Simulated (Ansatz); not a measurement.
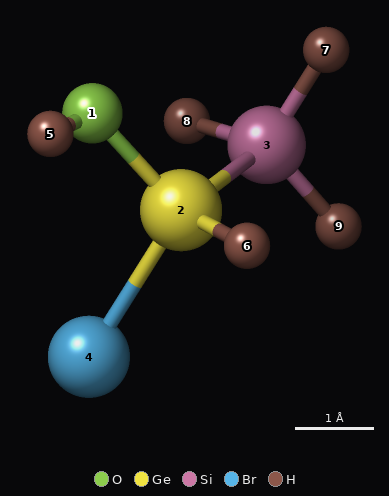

*The starting structure (ball-and-stick view, seen at a tilt; atoms are numbered from 1 in the order of the input). Sticks mark near contacts.*

## Nudged elastic band of GeSiH5BrO

- system: GeSiH5BrO
- method: RKS PBE0/def2-SVP (Ansatz 0.2.0)

It belongs to a series of runs on one base structure; here: band between the two ends. Figures and captions count atoms from 1; the log counts them from 0 in places.

**Log**
```
Engine: ansatz 0.2.0, aarch64-unknown-linux-gnu
Functional definition: PBE0
  parameter a = 0.25
  parameter kappa = 0.804
  parameter beta = 0.06672455060314922
  exchange = (1 - a)*pbe_x(kappa = kappa, mu = beta*pi^2/3) + a*exact_x
  correlation = pbe_c(beta = beta)
1250 factors; integrals over basis functions are off by at most 2.2e-4 eV
mean field evaluation 1: about -136527.8721 eV, gradient 4.9e1 eV
mean field evaluation 2: about -136514.9366 eV, gradient 9.4e1 eV
mean field evaluation 4: about -136531.9213 eV, gradient 4.0e0 eV
mean field evaluation 8: about -136531.9554 eV, gradient 1.6e-1 eV
mean field evaluation 16: about -136531.9555 eV, gradient 4.6e-6 eV
mean field -136531.95548794 eV, -5017.4568194986 hartree, gradient 4.6e-6 eV, S^2 0.000000; 0 other end points of the search recorded, 0 dependent functions left out
the calculation of the forces begins
reference -136531.95551601 eV, -5017.4568205300 hartree; 47, 47 occupied and 74, 74 virtual orbitals, 1250 factors
1252 factors; integrals over basis functions are off by at most 8.8e-4 eV
mean field evaluation 32: about -136531.2772 eV, gradient 2.1e-5 eV
mean field -136531.27719371 eV, -5017.4318926452 hartree, gradient 2.1e-5 eV, S^2 0.000000; 0 other end points of the search recorded, 0 dependent functions left out
[... from here on the field's lines of each further geometry are left out, up to the last ...]
NEB iter   1: max|band force component| = 2.897e1 eV/Å  barrier→ = 7.1229 eV  barrier← = 6.4446 eV  Δτ_max = 0.1992 Å  (234 SCF iters)
NEB iter   2: max|band force component| = 4.811e0 eV/Å  barrier→ = 3.3539 eV  barrier← = 2.6756 eV  Δτ_max = 0.1984 Å  (207 SCF iters)
NEB iter   3: max|band force component| = 2.203e0 eV/Å  barrier→ = 2.6917 eV  barrier← = 2.0134 eV  Δτ_max = 0.1968 Å  (203 SCF iters)
NEB iter   4: max|band force component| = 9.687e-1 eV/Å  barrier→ = 2.4188 eV  barrier← = 1.7405 eV  Δτ_max = 0.1458 Å  (203 SCF iters)
NEB iter   5: max|band force component| = 9.812e-1 eV/Å  barrier→ = 2.2884 eV  barrier← = 1.6101 eV  Δτ_max = 0.0739 Å  (198 SCF iters)
NEB iter   6: max|band force component| = 1.386e0 eV/Å  barrier→ = 2.2412 eV  barrier← = 1.5629 eV  CI = image 4  Δτ_max = 0.1467 Å  (178 SCF iters)
NEB iter   7: max|band force component| = 5.906e-1 eV/Å  barrier→ = 2.4424 eV  barrier← = 1.7641 eV  CI = image 4  Δτ_max = 0.1143 Å  (190 SCF iters)
NEB iter   8: max|band force component| = 3.192e-1 eV/Å  barrier→ = 2.4063 eV  barrier← = 1.7280 eV  CI = image 4  Δτ_max = 0.1346 Å  (186 SCF iters)
NEB iter   9: max|band force component| = 2.055e-1 eV/Å  barrier→ = 2.3887 eV  barrier← = 1.7104 eV  CI = image 4  Δτ_max = 0.0633 Å  (192 SCF iters)
NEB iter  10: max|band force component| = 1.047e-1 eV/Å  barrier→ = 2.3852 eV  barrier← = 1.7069 eV  CI = image 4  Δτ_max = 0.0326 Å  (177 SCF iters)
NEB iter  11: max|band force component| = 7.567e-2 eV/Å  barrier→ = 2.3835 eV  barrier← = 1.7052 eV  CI = image 4  Δτ_max = 0.0123 Å  (178 SCF iters)
NEB iter  12: max|band force component| = 4.770e-2 eV/Å  barrier→ = 2.3831 eV  barrier← = 1.7048 eV  CI = image 4  Δτ_max = 0.0146 Å  (173 SCF iters)
the calculation of the forces begins
reference -136531.26516923 eV, -5017.4314507540 hartree; 47, 47 occupied and 74, 74 virtual orbitals, 1252 factors
1250 factors; integrals over basis functions are off by at most 9.3e-4 eV
mean field evaluation 768: about -136529.5725 eV, gradient 4.0e-4 eV
mean field -136529.57253097 eV, -5017.3692474449 hartree, gradient 5.1e-5 eV, S^2 0.000000; 1 other end points of the search recorded, 0 dependent functions left out
the calculation of the forces begins
reference -136529.57255824 eV, -5017.3692484471 hartree; 47, 47 occupied and 74, 74 virtual orbitals, 1250 factors
NEB iter  13: max|band force component| = 1.936e-2 eV/Å  barrier→ = 2.3830 eV  barrier← = 1.7047 eV  CI = image 4  Δτ_max = 0.0000 Å  (365 SCF iters)
```

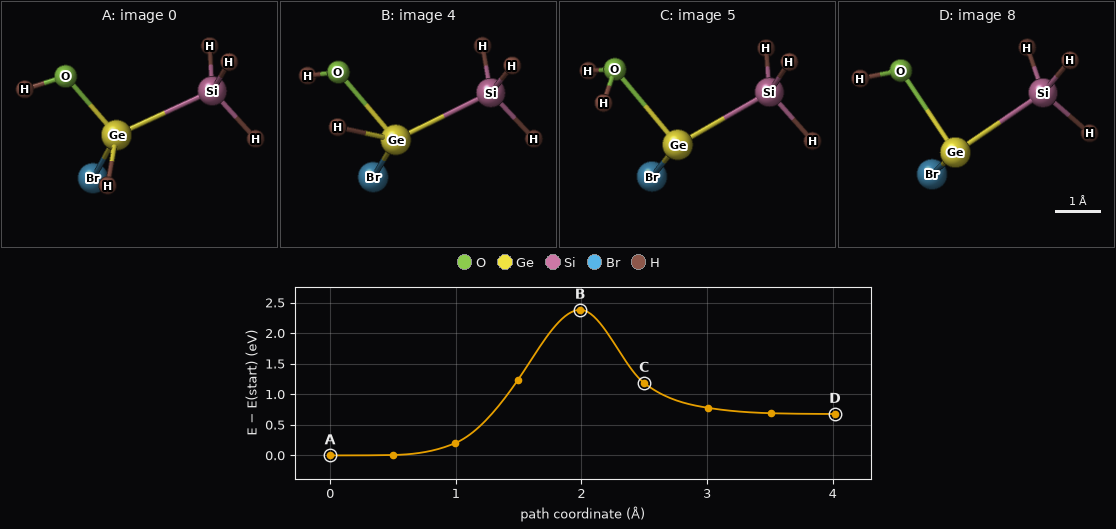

*Images of the last band (counted from 0; ball-and-stick, seen at a tilt) above the energy along the path; the line is a cubic interpolation that uses the forces.*

The highest image is number 4, 2.383 eV above the start and 1.705 eV above the end (the climbing image); the end lies 0.678 eV above the start. The path is 4.02 Å long. The band converged in 13 iterations.

```
Total energy: -136529.57255824 eV, -5017.3692484471 hartree
Atom 0 at     0.314073     1.308427    -1.513328 Å, force     0.006957     0.001025     0.000948 eV/Å
Atom 1 at    -0.565586     0.816125     0.217085 Å, force    -0.009279    -0.003146     0.005795 eV/Å
Atom 2 at     0.686864    -1.081889     1.014535 Å, force     0.002481    -0.007294    -0.001092 eV/Å
Atom 3 at    -2.576420    -0.173834    -0.485198 Å, force     0.007166     0.001150    -0.000046 eV/Å
Atom 4 at    -0.343069     1.268806    -2.226180 Å, force    -0.002762    -0.002076    -0.005879 eV/Å
Atom 5 at    -0.226045     2.205691    -0.538337 Å, force    -0.000180     0.004427     0.002010 eV/Å
Atom 6 at     2.026786    -0.636435     1.501870 Å, force     0.000184     0.004523    -0.003758 eV/Å
Atom 7 at     0.842789    -2.038089    -0.121585 Å, force    -0.003207    -0.000503     0.000343 eV/Å
Atom 8 at    -0.070992    -1.715102     2.133938 Å, force    -0.001360     0.001894     0.001678 eV/Å
Dipole moment:     0.145523     0.067361     0.041823 e Å
this run last wrote the band of iteration 13 to [file]
```

**The last band as extended XYZ (Å, eV, eV/Å)**
```
9
Properties=species:S:1:pos:R:3:forces:R:3 image=0 energy=-136531.95549
O     0.3093    0.9731   -1.7502   -0.0004  -0.0014   0.0028
Ge   -0.4832    0.6809   -0.1874   -0.0016   0.0086  -0.0096
Si    0.7548   -1.0407    0.8919    0.0014   0.0004  -0.0014
Br   -2.6358   -0.1291   -0.5715   -0.0003  -0.0021   0.0012
H    -0.1503    1.6231   -2.2947    0.0005  -0.0031   0.0050
H    -0.6941    2.0173    0.5552    0.0010  -0.0024   0.0013
H     2.1508   -0.5785    1.1501   -0.0005  -0.0018   0.0006
H     0.7578   -2.2382    0.0046    0.0000   0.0010   0.0001
H     0.0790   -1.3542    2.1848   -0.0001   0.0006   0.0000
9
Properties=species:S:1:pos:R:3:forces:R:3 image=1 energy=-136531.94841
O     0.2693    0.8941   -1.7839   -0.0065  -0.0052  -0.0057
Ge   -0.4550    0.7161   -0.1714   -0.0053  -0.0086  -0.0145
Si    0.7578   -1.0306    0.9001    0.0024   0.0013  -0.0052
Br   -2.6465   -0.0435   -0.4194   -0.0077   0.0077  -0.0036
H    -0.2246    1.4968   -2.3522    0.0153   0.0116  -0.0075
H    -0.5874    2.1029    0.4916   -0.0031  -0.0201   0.0324
H     2.0930   -0.5489    1.3632    0.0008   0.0085  -0.0102
H     0.9189   -2.1152   -0.1096    0.0038  -0.0144   0.0106
H    -0.0371   -1.5180    2.0643    0.0002   0.0193   0.0037
9
Properties=species:S:1:pos:R:3:forces:R:3 image=2 energy=-136531.75395
O     0.3185    0.9288   -1.7137   -0.0065  -0.4106  -0.2706
Ge   -0.4270    0.7890   -0.1054    0.1198  -0.0414  -0.2738
Si    0.7291   -1.0283    0.9571    0.0292   0.0747  -0.0405
Br   -2.5783   -0.0918   -0.3871    0.0105   0.1292   0.0573
H    -0.3208    1.3557   -2.2964    0.1399   0.0523  -0.1805
H    -0.5223    2.2933    0.1895   -0.2676  -0.0326   0.7249
H     2.0798   -0.6347    1.4516    0.0221   0.0377   0.0021
H     0.8573   -1.9930   -0.1752    0.0116   0.0184   0.0231
H    -0.0480   -1.6652    2.0625   -0.0590   0.1721  -0.0421
9
Properties=species:S:1:pos:R:3:forces:R:3 image=3 energy=-136530.72340
O     0.3353    1.1016   -1.5975    0.2692  -1.4049  -0.5890
Ge   -0.4763    0.8114    0.0164    0.5345  -0.0216  -1.3687
Si    0.7023   -1.0627    0.9961    0.0121   0.1851   0.0262
Br   -2.5780   -0.1351   -0.4253    0.0390   0.2046   0.1491
H    -0.3619    1.3001   -2.2331    0.0808   0.0329  -0.1741
H    -0.3695    2.3198   -0.1985   -0.8512   0.6910   1.9430
H     2.0542   -0.6503    1.4682    0.0329   0.0281   0.0178
H     0.8312   -2.0146   -0.1521   -0.0597   0.1383   0.0319
H    -0.0489   -1.7165    2.1087   -0.0576   0.1466  -0.0363
9
Properties=species:S:1:pos:R:3:forces:R:3 image=4 energy=-136529.57253
O     0.3141    1.3084   -1.5133    0.0070   0.0010   0.0009
Ge   -0.5656    0.8161    0.2171   -0.0093  -0.0031   0.0058
Si    0.6869   -1.0819    1.0145    0.0025  -0.0073  -0.0011
Br   -2.5764   -0.1738   -0.4852    0.0072   0.0011   0.0000
H    -0.3431    1.2688   -2.2262   -0.0028  -0.0021  -0.0059
H    -0.2260    2.2057   -0.5383   -0.0002   0.0044   0.0020
H     2.0268   -0.6364    1.5019    0.0002   0.0045  -0.0038
H     0.8428   -2.0381   -0.1216   -0.0032  -0.0005   0.0003
H    -0.0710   -1.7151    2.1339   -0.0014   0.0019   0.0017
9
Properties=species:S:1:pos:R:3:forces:R:3 image=5 energy=-136530.76907
O     0.2499    1.4540   -1.4158   -0.1781   0.4815   0.3177
Ge   -0.6733    0.8122    0.4810   -0.3743   0.0041   0.8943
Si    0.6941   -1.1154    0.9873   -0.0155  -0.1103  -0.0518
Br   -2.5706   -0.2295   -0.5035    0.0363  -0.1610  -0.1240
H    -0.3695    1.3063   -2.1525   -0.0091   0.0785   0.2171
H    -0.1155    2.2106   -0.8749    0.4485   0.0002  -1.2361
H     2.0340   -0.6508    1.4773   -0.0240  -0.0454  -0.0237
H     0.8668   -2.0702   -0.1438    0.0497  -0.1335  -0.0106
H    -0.0275   -1.7634    2.1277    0.0665  -0.1140   0.0171
9
Properties=species:S:1:pos:R:3:forces:R:3 image=6 energy=-136531.17605
O     0.1681    1.4784   -1.2847   -0.0408   0.0219   0.0936
Ge   -0.7501    0.8526    0.6629   -0.0705   0.0346   0.1224
Si    0.6839   -1.1185    0.9655   -0.0111  -0.0039   0.0060
Br   -2.5119   -0.2666   -0.5415    0.0480  -0.0283  -0.0507
H    -0.4185    1.1890   -2.0036   -0.0159  -0.1062   0.1087
H    -0.0254    2.4168   -1.1628    0.0831   0.1568  -0.2347
H     2.0457   -0.6855    1.4286   -0.0065  -0.0216  -0.0145
H     0.8496   -2.0565   -0.1883   -0.0184   0.0047  -0.0230
H     0.0470   -1.8559    2.1067    0.0322  -0.0578  -0.0078
9
Properties=species:S:1:pos:R:3:forces:R:3 image=7 energy=-136531.26514
O     0.1396    1.4738   -1.1684    0.0053   0.0008   0.0191
Ge   -0.7797    0.9238    0.7914   -0.0027   0.0085   0.0133
Si    0.6837   -1.0624    0.9450    0.0004   0.0093   0.0001
Br   -2.4510   -0.2437   -0.5361    0.0052   0.0029  -0.0061
H    -0.4129    0.9545   -1.7795    0.0032  -0.0289   0.0251
H    -0.0716    2.3996   -1.3519   -0.0015  -0.0041  -0.0289
H     2.0646   -0.6826    1.3964   -0.0008  -0.0013  -0.0006
H     0.8104   -1.8564   -0.3191   -0.0087   0.0237  -0.0129
H     0.1055   -1.9528    2.0048   -0.0003  -0.0110  -0.0091
9
Properties=species:S:1:pos:R:3:forces:R:3 image=8 energy=-136531.27719
O     0.1323    1.4510   -1.1309    0.0013  -0.0005  -0.0039
Ge   -0.7430    0.9980    0.8688   -0.0054   0.0079  -0.0003
Si    0.6953   -1.0131    0.9181    0.0029  -0.0027   0.0017
Br   -2.4707   -0.1940   -0.3673    0.0004   0.0014  -0.0006
H    -0.3156    0.7822   -1.6786    0.0009  -0.0005   0.0020
H    -0.2071    2.3015   -1.4432   -0.0023  -0.0015   0.0023
H     2.0651   -0.7199    1.4574    0.0018  -0.0006   0.0008
H     0.8615   -1.6079   -0.4491    0.0002  -0.0009  -0.0021
H     0.0707   -2.0442    1.8076    0.0001  -0.0027   0.0001
```

This output came from the following input.

**Input file**
```yaml
crystal:
  periodic: [false, false, false]
  atoms:
    - { symbol: O, position_ang: [0.309321, 0.973052, -1.750246] }
    - { symbol: Ge, position_ang: [-0.483212, 0.680872, -0.187418] }
    - { symbol: Si, position_ang: [0.75476, -1.040679, 0.891915] }
    - { symbol: Br, position_ang: [-2.635762, -0.129102, -0.571456] }
    - { symbol: H, position_ang: [-0.15031, 1.623108, -2.294684] }
    - { symbol: H, position_ang: [-0.694066, 2.017258, 0.555162] }
    - { symbol: H, position_ang: [2.150849, -0.578451, 1.150077] }
    - { symbol: H, position_ang: [0.757825, -2.238194, 0.00462] }
    - { symbol: H, position_ang: [0.078994, -1.354164, 2.18483] }
basis:
  gaussian: { orbitals: def2-SVP }
hamiltonian:
  xc: pbe0
neb:
  order_check: false
  images: 7
  f_tol: 0.03
  max_iterations: 47
  final_atoms:
    - { symbol: O, position_ang: [0.13230502, 1.45099845, -1.1309326] }
    - { symbol: Ge, position_ang: [-0.7429591, 0.99800274, 0.86879674] }
    - { symbol: Si, position_ang: [0.69529181, -1.01311073, 0.91806028] }
    - { symbol: Br, position_ang: [-2.47070744, -0.19395103, -0.36725744] }
    - { symbol: H, position_ang: [-0.31564917, 0.7822228, -1.67855243] }
    - { symbol: H, position_ang: [-0.20708815, 2.30153999, -1.44319664] }
    - { symbol: H, position_ang: [2.06505835, -0.71988312, 1.45741719] }
    - { symbol: H, position_ang: [0.86149426, -1.60789211, -0.449106] }
    - { symbol: H, position_ang: [0.07065341, -2.04422697, 1.8075709] }
  initial_path:
    images:
      - { positions_ang: [[0.309321, 0.973052, -1.750246], [-0.483212, 0.680872, -0.187418], [0.75476, -1.040679, 0.891915], [-2.635762, -0.129102, -0.571456], [-0.15031, 1.623108, -2.294684], [-0.694066, 2.017258, 0.555162], [2.150849, -0.578451, 1.150077], [0.757825, -2.238194, 0.00462], [0.078994, -1.354164, 2.18483]] }
      - { positions_ang: [[0.27943542, 1.01876171, -1.70048849], [-0.52985433, 0.66731173, -0.15772775], [0.71922575, -1.02644241, 0.90163714], [-2.6435361, -0.16356441, -0.5783859], [-0.22755133, 1.69128712, -2.20403415], [-0.45707309, 1.87823813, 0.33634097], [2.1086292, -0.53485247, 1.18432133], [0.78396689, -2.2020355, 0.00847912], [0.05515658, -1.37500389, 2.19265774]] }
      - { positions_ang: [[0.24954985, 1.06447142, -1.65073099], [-0.57649667, 0.65375146, -0.1280375], [0.6836915, -1.01220583, 0.91135927], [-2.6513102, -0.19802682, -0.58531579], [-0.30479266, 1.75946624, -2.1133843], [-0.22008018, 1.73921826, 0.11751993], [2.0664094, -0.49125395, 1.21856565], [0.81010879, -2.16587701, 0.01233823], [0.03131917, -1.39584378, 2.20048549]] }
      - { positions_ang: [[0.21966427, 1.11018113, -1.60097348], [-0.623139, 0.6401912, -0.09834724], [0.64815725, -0.99796924, 0.92108141], [-2.6590843, -0.23248922, -0.59224569], [-0.38203399, 1.82764536, -2.02273446], [0.01691273, 1.60019839, -0.1013011], [2.02418961, -0.44765542, 1.25280998], [0.83625068, -2.12971851, 0.01619735], [0.00748175, -1.41668367, 2.20831323]] }
      - { positions_ang: [[0.1897787, 1.15589084, -1.55121598], [-0.66978134, 0.62663093, -0.06865699], [0.612623, -0.98373265, 0.93080355], [-2.6668584, -0.26695163, -0.59917559], [-0.45927532, 1.89582447, -1.93208461], [0.25390564, 1.46117852, -0.32012213], [1.98196981, -0.4040569, 1.2870543], [0.86239258, -2.09356001, 0.02005647], [-0.01635567, -1.43752356, 2.21614098]] }
      - { positions_ang: [[0.17541028, 1.22966774, -1.44614513], [-0.68807578, 0.71947388, 0.16570644], [0.63329021, -0.99107717, 0.92761773], [-2.61782066, -0.24870148, -0.54119605], [-0.42336878, 1.61742405, -1.86870156], [0.13865719, 1.67126888, -0.60089076], [2.00274195, -0.48301345, 1.32964502], [0.862168, -1.97214304, -0.09723415], [0.0053966, -1.58919942, 2.11399846]] }
      - { positions_ang: [[0.16104186, 1.30344464, -1.34107429], [-0.70637022, 0.81231683, 0.40006988], [0.65395741, -0.99842169, 0.92443191], [-2.56878292, -0.23045133, -0.48321651], [-0.38746224, 1.33902364, -1.80531852], [0.02340875, 1.88135925, -0.88165939], [2.02351408, -0.56197001, 1.37223575], [0.86194342, -1.85072606, -0.21452477], [0.02714887, -1.74087527, 2.01185594]] }
      - { positions_ang: [[0.14667344, 1.37722155, -1.23600344], [-0.72466466, 0.90515979, 0.63443331], [0.67462461, -1.00576621, 0.9212461], [-2.51974518, -0.21220118, -0.42523698], [-0.35155571, 1.06062322, -1.74193547], [-0.0918397, 2.09144962, -1.16242801], [2.04428622, -0.64092657, 1.41482647], [0.86171884, -1.72930909, -0.33181538], [0.04890114, -1.89255112, 1.90971342]] }
      - { positions_ang: [[0.13230502, 1.45099845, -1.1309326], [-0.7429591, 0.99800274, 0.86879674], [0.69529181, -1.01311073, 0.91806028], [-2.47070744, -0.19395103, -0.36725744], [-0.31564917, 0.7822228, -1.67855243], [-0.20708815, 2.30153999, -1.44319664], [2.06505835, -0.71988312, 1.45741719], [0.86149426, -1.60789211, -0.449106], [0.07065341, -2.04422697, 1.8075709]] }
```

Launched with:
```bash
ansatz run input.yaml --threads 2 --pin off --max-ram 3072MiB --backend cpu --events-out ev --progress --plain --runs-dir out
```

**Summary**

- outcome: converged
- barrier, forward: 2.383 eV
- barrier, backward: 1.705 eV
- hardware: 2 threads of Arm Neoverse V1, 24 GiB of memory available, shared host
- wall time: 6.4 min (CPU time 12 min)
- peak memory: 0.34 GiB

**Notes**

The order of the saddle point was not checked.
